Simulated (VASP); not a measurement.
Band structure of GaSb (relaxed from the zinc blende structure, space group F-43m). These are PBEsol GGA, VASP's PBE PAW potentials (set 64) (plane waves; VASP) values and carry that method's errors.

Unless said otherwise, spin-orbit coupling is left out, though it shifts the bands of the heavy elements here.

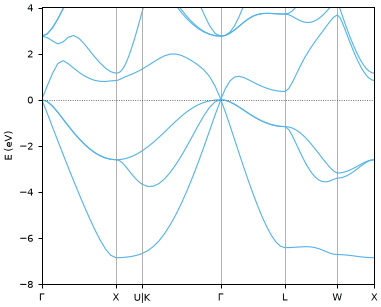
*Bands along high-symmetry lines, zero at the valence-band maximum or, without a gap, the Fermi level*

Q: Read the plot: is there a gap, and where are the band edges?

A: The gap is direct, 0.02 eV, from the valence maximum at Γ to the conduction minimum at Γ. (Edges off the drawn lines would not show.)

The structure was generated: GaSb was put into the zinc blende type (F-43m), which need not be its known phase. It was relaxed first.
